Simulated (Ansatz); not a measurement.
Run report: CH5AlBF, geometry relaxation (part 1 of 2)

System: CH5AlBF.
Method: RKS LDA/def2-SVP (Ansatz 0.2.0).

It belongs to a series of runs on one base structure; here: end point B relaxed. Figures and captions count atoms from 1; the log counts them from 0 in places.

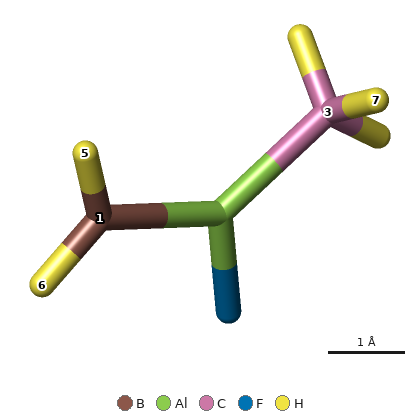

The input geometry (stick view, seen at a tilt; atoms are numbered from 1 in the order of the input). Sticks mark near contacts.

Key numbers:

```json
{"quantity": "outcome", "value": "converged"}
{"quantity": "total energy", "value": "−11038.7961 eV"}
{"quantity": "mean-field energy", "value": "−11038.7961 eV"}
{"quantity": "largest force (length of the vector) at the end", "value": "0.017 eV/Å"}
{"quantity": "hardware", "value": "1 thread of Intel Xeon (Sapphire Rapids), 16 GiB of memory available, shared host"}
{"quantity": "wall time", "value": "41 s"}
{"quantity": "peak memory", "value": "0.16 GiB"}
```

Input:
```yaml
crystal:
  periodic: [false, false, false]
  atoms:
    - { symbol: B, position_ang: [-0.93696, 1.64339, -0.90109] }
    - { symbol: Al, position_ang: [0.01752, -0.17302, -0.57573] }
    - { symbol: C, position_ang: [0.58983, -1.61137, -1.83652] }
    - { symbol: F, position_ang: [0.38307, -0.51925, 1.01209] }
    - { symbol: H, position_ang: [-1.25441, 2.00124, -1.97657] }
    - { symbol: H, position_ang: [-1.20258, 2.39332, -0.03597] }
    - { symbol: H, position_ang: [1.31996, -1.27994, -2.58248] }
    - { symbol: H, position_ang: [1.06132, -2.42983, -1.27931] }
    - { symbol: H, position_ang: [-0.23409, -2.05457, -2.40567] }
basis:
  gaussian: { orbitals: def2-SVP }
hamiltonian:
  xc: lda
relax:
  f_tol: 0.015
  max_steps: 40
```

Launched with:
```bash
ansatz run input.yaml --threads 1 --pin off --max-ram 2048MiB --backend cpu --events-out ev --progress --plain --runs-dir out
```

Log:
```
The last accepted step is kept in [file] (removed where the run ends without a failure and the disk answers)
Engine: ansatz 0.2.0, x86_64-unknown-linux-gnu
Functional definition: SPW92
  exchange = slater_x
  correlation = pw_c
943 factors; their error is unknown
mean field evaluation 1: about -11027.5127 eV, gradient 6.8e1 eV
mean field evaluation 2: about -10987.9286 eV, gradient 1.2e2 eV
mean field evaluation 4: about -11038.3877 eV, gradient 8.8e0 eV
mean field evaluation 8: about -11038.6111 eV, gradient 1.4e-1 eV
mean field evaluation 16: about -11038.5694 eV, gradient 6.3e-5 eV
mean field -11038.56943696 eV, -405.6599445971 hartree, gradient 6.3e-5 eV, S^2 0.000000; 0 other end points of the search recorded, 0 dependent functions left out
the calculation of the forces begins
reference -11038.56947553 eV, -405.6599460146 hartree; 19, 19 occupied and 66, 66 virtual orbitals, 943 factors
relax step   1: F+E_penalty+E_count = -11038.56943696 eV  Δ(F+E_penalty+E_count) = +0.000e0 eV  max|allowed force component| = 1.062e0 eV/Å  Δτ_max = 0.0000 Å  (25 SCF iters, accepted)
these checks for a lower state are left out or cut short: starts, cluster_reference, orbital_swaps, neighbouring_geometries, increment
943 factors; their error is unknown
mean field -11038.67646492 eV, -405.6638778020 hartree, gradient 1.9e-5 eV, S^2 0.000000; 0 other end points of the search recorded, 0 dependent functions left out
[... from here on the field's lines of each further geometry are left out, up to the last ...]
relax step   2: F+E_penalty+E_count = -11038.67646492 eV  Δ(F+E_penalty+E_count) = -1.070e-1 eV  max|allowed force component| = 3.630e-1 eV/Å  Δτ_max = 0.0566 Å  (27 SCF iters, accepted)
relax step   3: F+E_penalty+E_count = -11038.68911752 eV  Δ(F+E_penalty+E_count) = -1.265e-2 eV  max|allowed force component| = 3.880e-2 eV/Å  Δτ_max = 0.0325 Å  (27 SCF iters, accepted)
relax step   4: F+E_penalty+E_count = -11038.68977101 eV  Δ(F+E_penalty+E_count) = -6.535e-4 eV  max|allowed force component| = 1.916e-2 eV/Å  Δτ_max = 0.0127 Å  (27 SCF iters, accepted)
relax step   5: F+E_penalty+E_count = -11038.68976501 eV  Δ(F+E_penalty+E_count) = +6.002e-6 eV  max|allowed force component| = 6.155e-2 eV/Å  Δτ_max = 0.0322 Å  (26 SCF iters, rejected (line search))
relax step   6: F+E_penalty+E_count = -11038.69014544 eV  Δ(F+E_penalty+E_count) = -3.744e-4 eV  max|allowed force component| = 1.371e-2 eV/Å  Δτ_max = 0.0159 Å  (27 SCF iters, accepted)
relax step   7: F+E_penalty+E_count = -11038.69032779 eV  Δ(F+E_penalty+E_count) = -1.824e-4 eV  max|allowed force component| = 1.241e-2 eV/Å  Δτ_max = 0.0208 Å  (27 SCF iters, accepted)
relax step   8: F+E_penalty+E_count = -11038.69036607 eV  Δ(F+E_penalty+E_count) = -3.829e-5 eV  max|allowed force component| = 8.897e-3 eV/Å  Δτ_max = 0.0061 Å  (21 SCF iters, accepted)
relax step   9: F+E_penalty+E_count = -11038.69064509 eV  Δ(F+E_penalty+E_count) = -2.790e-4 eV  max|allowed force component| = 2.905e-2 eV/Å  Δτ_max = 0.0444 Å  (27 SCF iters, accepted)
relax step  10: F+E_penalty+E_count = -11038.68259990 eV  Δ(F+E_penalty+E_count) = +8.045e-3 eV  max|allowed force component| = 4.488e-1 eV/Å  Δτ_max = 0.1965 Å  (32 SCF iters, rejected (line search))
relax step  11: F+E_penalty+E_count = -11038.69288061 eV  Δ(F+E_penalty+E_count) = -2.236e-3 eV  max|allowed force component| = 8.120e-2 eV/Å  Δτ_max = 0.0983 Å  (26 SCF iters, accepted)
relax step  12: F+E_penalty+E_count = -11038.69737054 eV  Δ(F+E_penalty+E_count) = -4.490e-3 eV  max|allowed force component| = 1.752e-1 eV/Å  Δτ_max = 0.0983 Å  (25 SCF iters, accepted)
relax step  13: F+E_penalty+E_count = -11038.70068600 eV  Δ(F+E_penalty+E_count) = -3.315e-3 eV  max|allowed force component| = 3.793e-1 eV/Å  Δτ_max = 0.1463 Å  (26 SCF iters, accepted)
relax step  14: F+E_penalty+E_count = -11038.71600888 eV  Δ(F+E_penalty+E_count) = -1.532e-2 eV  max|allowed force component| = 3.476e-1 eV/Å  Δτ_max = 0.1425 Å  (26 SCF iters, accepted)
relax step  15: F+E_penalty+E_count = -11038.74184611 eV  Δ(F+E_penalty+E_count) = -2.584e-2 eV  max|allowed force component| = 3.359e-1 eV/Å  Δτ_max = 0.2000 Å  (27 SCF iters, accepted)
relax step  16: F+E_penalty+E_count = -11038.77189542 eV  Δ(F+E_penalty+E_count) = -3.005e-2 eV  max|allowed force component| = 1.331e-1 eV/Å  Δτ_max = 0.2000 Å  (27 SCF iters, accepted)
relax step  17: F+E_penalty+E_count = -11038.78757777 eV  Δ(F+E_penalty+E_count) = -1.568e-2 eV  max|allowed force component| = 9.481e-2 eV/Å  Δτ_max = 0.2000 Å  (27 SCF iters, accepted)
relax step  18: F+E_penalty+E_count = -11038.78243962 eV  Δ(F+E_penalty+E_count) = +5.138e-3 eV  max|allowed force component| = 3.282e-1 eV/Å  Δτ_max = 0.1984 Å  (27 SCF iters, rejected (line search))
relax step  19: F+E_penalty+E_count = -11038.79248210 eV  Δ(F+E_penalty+E_count) = -4.904e-3 eV  max|allowed force component| = 9.891e-2 eV/Å  Δτ_max = 0.0972 Å  (27 SCF iters, accepted)
relax step  20: F+E_penalty+E_count = -11038.79535603 eV  Δ(F+E_penalty+E_count) = -2.874e-3 eV  max|allowed force component| = 1.631e-2 eV/Å  Δτ_max = 0.0633 Å  (27 SCF iters, accepted)
relax step  21: F+E_penalty+E_count = -11038.79565520 eV  Δ(F+E_penalty+E_count) = -2.992e-4 eV  max|allowed force component| = 3.407e-2 eV/Å  Δτ_max = 0.0288 Å  (27 SCF iters, accepted)
relax step  22: F+E_penalty+E_count = -11038.79593026 eV  Δ(F+E_penalty+E_count) = -2.751e-4 eV  max|allowed force component| = 3.029e-2 eV/Å  Δτ_max = 0.0187 Å  (28 SCF iters, accepted)
the calculation of the forces begins
reference -11038.79605186 eV, -405.6682725410 hartree; 19, 19 occupied and 66, 66 virtual orbitals, 943 factors
relax step  23: F+E_penalty+E_count = -11038.79601362 eV  Δ(F+E_penalty+E_count) = -8.336e-5 eV  max|allowed force component| = 1.494e-2 eV/Å  Δτ_max = 0.0057 Å  (22 SCF iters, accepted)
```

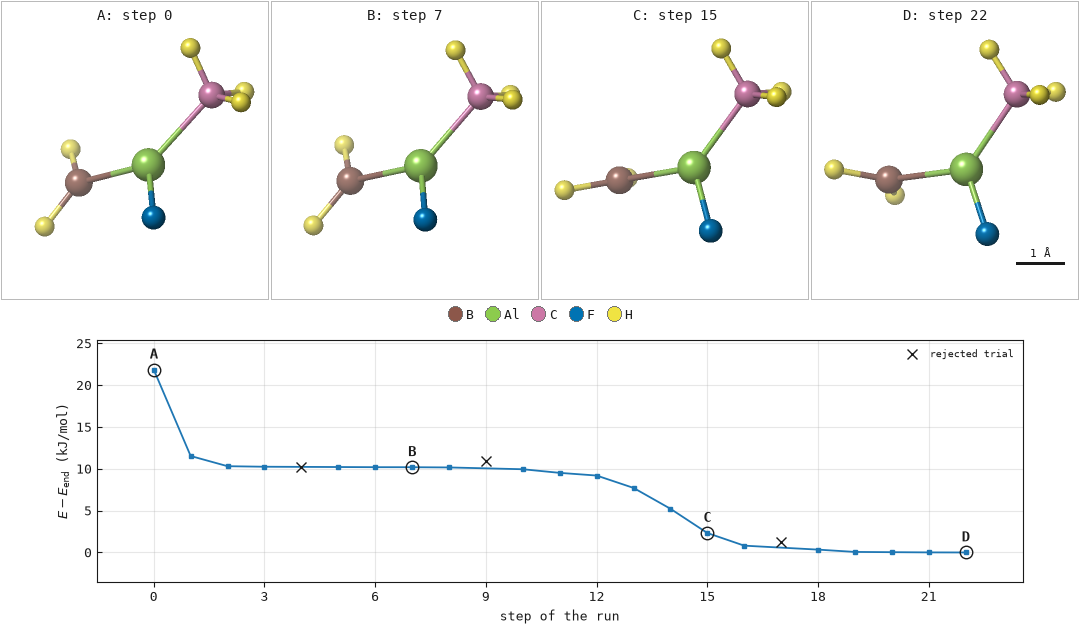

Frames of the relaxation (ball-and-stick view, seen at a tilt) above the curves, on which the letters mark them (the first geometry is step 0 here and step 1 in the log).

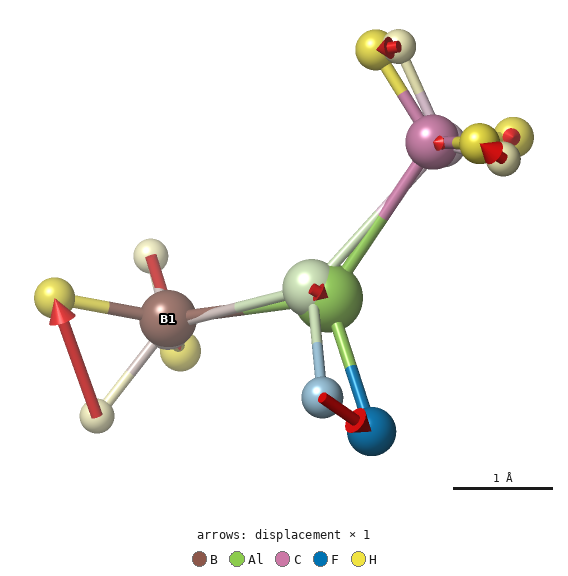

Start (faint) and end (solid) with the displacements as red arrows, at true length (ball-and-stick view, seen at a tilt). The two geometries are laid on each other by the best rigid fit. After 22 geometry steps the energy has fallen by 21.9 kJ/mol. Largest force component: 1.1 eV/Å at the start, 0.015 eV/Å at the end. The line search rejected the trial steps at points 4, 9, 17 (counted from 0) and went back. H6 moves most after the best rigid fit: 1.32 Å. By element the largest moves are H 1.32 Å, F 0.75 Å, Al 0.20 Å, C 0.12 Å, B 0.08 Å. Among the contacts that change: Al2–C3 1.996 → 1.937 Å, B1–H5 1.177 → 1.225 Å, B1–Al2 2.078 → 2.105 Å, C3–H7 1.095 → 1.112 Å. Among the angles that change: B1–Al2–C3 131.5° → 127.4°, Al2–C3–H9 113.8° → 109.8°, C3–Al2–F4 112.9° → 116.3°. (Atoms are counted from 1 in the order of the input.)

```
943 factors; their error is unknown
mean field -11038.79601362 eV, -405.6682711359 hartree, gradient 1.1e-5 eV, S^2 0.000000; 1 other end points of the search recorded, 0 dependent functions left out
the calculation of the forces begins
reference -11038.79605186 eV, -405.6682725410 hartree; 19, 19 occupied and 66, 66 virtual orbitals, 943 factors
Total energy: -11038.79605186 eV, -405.6682725410 hartree
Atom 0 at    -0.878964     1.613065    -0.921249 Å, force    -0.014936     0.001581     0.001481 eV/Å
Atom 1 at    -0.147349    -0.324746    -0.547792 Å, force     0.003060     0.006413    -0.001286 eV/Å
Atom 2 at     0.712764    -1.520010    -1.805683 Å, force     0.012672    -0.007053    -0.008859 eV/Å
Atom 3 at    -0.356805    -0.908441     1.007992 Å, force    -0.002709    -0.000625    -0.001237 eV/Å
Atom 4 at    -2.015599     1.828545    -1.322761 Å, force     0.012997     0.000277     0.002661 eV/Å
Atom 5 at    -0.200087     2.621881    -0.781491 Å, force    -0.000808    -0.001423     0.000182 eV/Å
Atom 6 at     1.317761    -0.984890    -2.569304 Å, force    -0.006867    -0.004180     0.003951 eV/Å
Atom 7 at     1.369603    -2.249537    -1.284039 Å, force    -0.007859     0.005630    -0.003843 eV/Å
Atom 8 at    -0.057664    -2.105898    -2.356924 Å, force     0.004450    -0.000620     0.006952 eV/Å
Dipole moment:     0.070726     0.071289    -0.359985 e Å
```

Trajectory as extended XYZ (Å, eV, eV/Å), 23 frames, from step=1 to step=23:
```
9
Properties=species:S:1:pos:R:3:forces:R:3 step=1 energy=-11038.56944
B    -0.9370    1.6434   -0.9011    0.2520  -0.5022  -0.0153
Al    0.0175   -0.1730   -0.5757    0.4668  -1.0625  -0.5579
C     0.5898   -1.6114   -1.8365   -0.2751   0.7322   0.7774
F     0.3831   -0.5192    1.0121    0.0554  -0.0504   0.2518
H    -1.2544    2.0012   -1.9766   -0.2991   0.3259  -1.0463
H    -1.2026    2.3933   -0.0360   -0.2302   0.6838   0.8788
H     1.3200   -1.2799   -2.5825    0.3694   0.3261  -0.3655
H     1.0613   -2.4298   -1.2793    0.2029  -0.3268   0.3402
H    -0.2341   -2.0546   -2.4057   -0.5421  -0.1261  -0.2632
9
Properties=species:S:1:pos:R:3:forces:R:3 step=2 energy=-11038.67647
B    -0.9350    1.6342   -0.9268    0.0822  -0.1637   0.0214
Al    0.0382   -0.2112   -0.5615    0.1484  -0.3630  -0.2947
C     0.5888   -1.6055   -1.8210   -0.0936   0.2517   0.2848
F     0.4037   -0.5570    1.0304    0.0144   0.0031   0.1389
H    -1.2612    1.9983   -2.0327   -0.0790   0.0819  -0.2943
H    -1.2024    2.3969   -0.0300   -0.0736   0.2132   0.2430
H     1.3126   -1.2273   -2.5714    0.0649   0.0707  -0.0764
H     1.0683   -2.4431   -1.2769    0.0437  -0.0792   0.0341
H    -0.2694   -2.0153   -2.3914   -0.1075  -0.0147  -0.0567
9
Properties=species:S:1:pos:R:3:forces:R:3 step=3 energy=-11038.68912
B    -0.9316    1.6240   -0.9328    0.0140  -0.0122   0.0031
Al    0.0503   -0.2328   -0.5531   -0.0083   0.0025  -0.0115
C     0.5885   -1.6021   -1.8108    0.0040   0.0016   0.0216
F     0.4054   -0.5590    1.0485    0.0058  -0.0015   0.0388
H    -1.2562    1.9801   -2.0569   -0.0044   0.0010  -0.0037
H    -1.2041    2.4045   -0.0327   -0.0029   0.0001  -0.0130
H     1.3017   -1.1976   -2.5640   -0.0089  -0.0098   0.0023
H     1.0745   -2.4591   -1.2964   -0.0122   0.0162  -0.0380
H    -0.2850   -1.9880   -2.3831    0.0129   0.0021   0.0004
9
Properties=species:S:1:pos:R:3:forces:R:3 step=4 energy=-11038.68977
B    -0.9271    1.6188   -0.9360   -0.0141   0.0020   0.0102
Al    0.0518   -0.2367   -0.5421    0.0023   0.0159  -0.0015
C     0.5869   -1.5981   -1.8080    0.0063  -0.0162   0.0038
F     0.4073   -0.5607    1.0608   -0.0036   0.0022   0.0046
H    -1.2532    1.9692   -2.0626    0.0114  -0.0116   0.0135
H    -1.2042    2.4045   -0.0412    0.0044  -0.0017  -0.0183
H     1.2958   -1.1876   -2.5620   -0.0061   0.0006   0.0047
H     1.0750   -2.4620   -1.3087   -0.0052   0.0053  -0.0192
H    -0.2886   -1.9776   -2.3815    0.0047   0.0036   0.0022
9
Properties=species:S:1:pos:R:3:forces:R:3 step=5 energy=-11038.68976 accepted=F
B    -0.9312    1.6056   -0.9338    0.0523   0.0616  -0.0100
Al    0.0550   -0.2418   -0.5245   -0.0323  -0.0063   0.0379
C     0.5847   -1.5916   -1.8042    0.0233  -0.0227  -0.0190
F     0.4068   -0.5652    1.0804   -0.0020   0.0040  -0.0356
H    -1.2395    1.9412   -2.0707   -0.0160  -0.0257   0.0264
H    -1.2000    2.4168   -0.0589   -0.0150  -0.0299  -0.0157
H     1.2842   -1.1676   -2.5596   -0.0004   0.0047   0.0032
H     1.0789   -2.4666   -1.3321   -0.0013   0.0064   0.0065
H    -0.2952   -1.9608   -2.3778   -0.0085   0.0079   0.0062
```
